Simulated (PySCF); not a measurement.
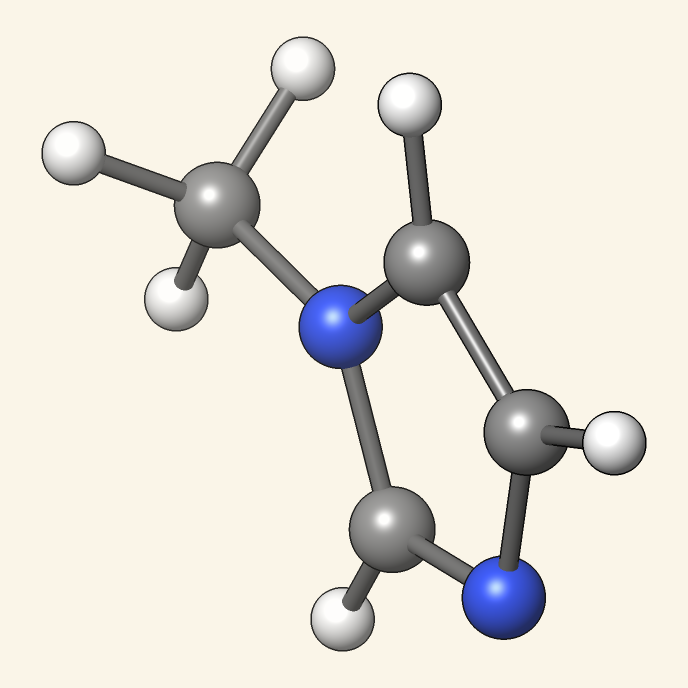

Ball-and-stick drawing of a structure. Every bond is drawn as one stick, whatever its order. Colours: carbon grey, nitrogen blue, hydrogen white.

Computed geometry: PBE0-D3(BJ)/def2-SVP optimisation. No frequency run is at hand to confirm it as a minimum.

Describe the molecule.

It has 12 atoms: 4 carbon, 6 hydrogen and 2 nitrogen (C4H6N2). Its SMILES string is `Cn1ccnc1`. Independent rings (smallest set): 1 of 5 members, 1 of them aromatic. Coordination: 1 C tetrahedral; 1 N trigonal planar; 3 C trigonal planar; 1 N bent.

The parts below concern this one geometry. Atoms keep their numbers from picture to picture.

## Shape

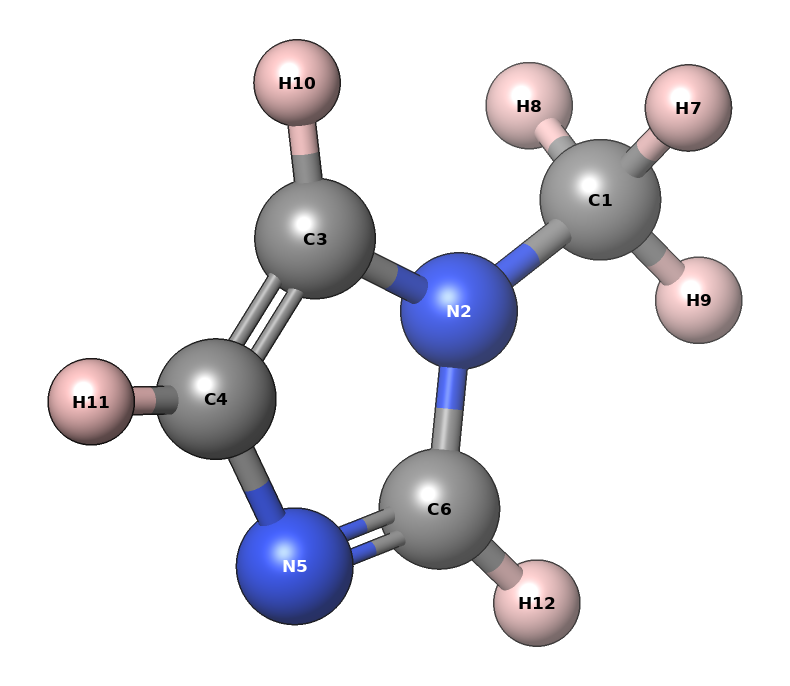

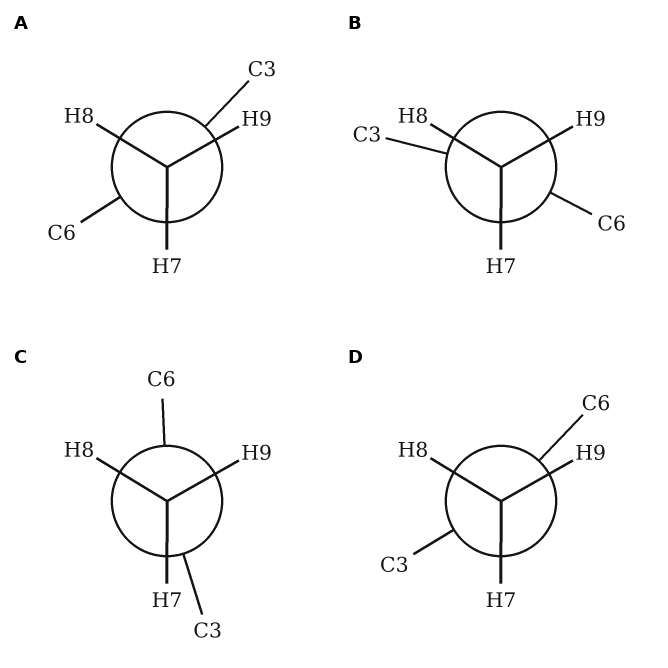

Atoms fade into the background with distance from the viewer. Bonds that would overlap in a projection are set slightly apart. No frequency run is at hand to confirm it as a minimum.

Question: Which Newman projection shows the view along C1–N2, with C1 in front?

Answer: D. The torsion angle H7–C1–N2–C3 is 59°, synclinal (gauche).

## NMR shielding

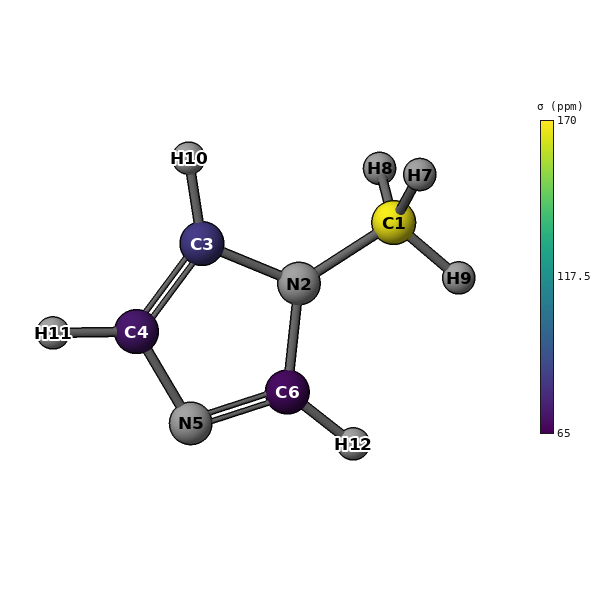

Atoms are coloured by their isotropic NMR shieldings (C only, the others grey). No frequency run is at hand to confirm it as a minimum. Level of theory: GIAO PBE0/6-31G NMR shielding, non-relativistic, gas phase (PySCF 2.14.0).

List the isotropic NMR shieldings of the C atoms.

```
atom  σ (ppm)
  C1    167.2
  C3     83.3
  C4     72.2
  C6     68.7
```

## Quadrupole coupling

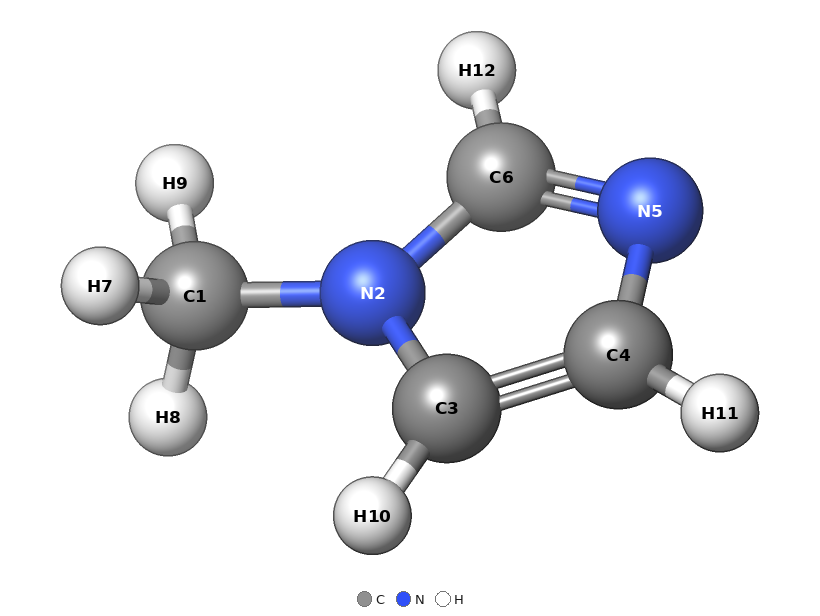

No frequency run is at hand to confirm it as a minimum. Electric field gradients from the ground-state density, PBE0/6-31G (PySCF 2.14.0), non-relativistic apart from any core potentials.

Give the largest field-gradient component, the quadrupole coupling constant and the asymmetry for 14N at N2 (Q = 20.44 mb), 14N at N5 (Q = 20.44 mb).

```
atom  V_zz (a.u.)  e²qQ/h (MHz)     η
  N2       −0.637         −3.06  0.26
  N5       −0.869         −4.18  0.05
```

## Levels of theory compared

No frequency run is at hand to confirm it as a minimum. Program: PySCF 2.14.0.

Tabulate HOMO energy (eV), dipole (D) at these levels: PBE0/6-311+G(2d,p); PBE0/6-31G; PBE0/6-31G*; PBE0/STO-3G; PBE0/def2-SVP; PBE0/def2-TZVP.

```csv
level,HOMO energy (eV),dipole (D)
"PBE0/6-311+G(2d,p)",−6.57,4.14
PBE0/6-31G,−6.49,4.41
PBE0/6-31G*,−6.28,4.03
PBE0/STO-3G,−4.73,3.92
PBE0/def2-SVP,−6.50,4.09
PBE0/def2-TZVP,−6.55,4.06
```
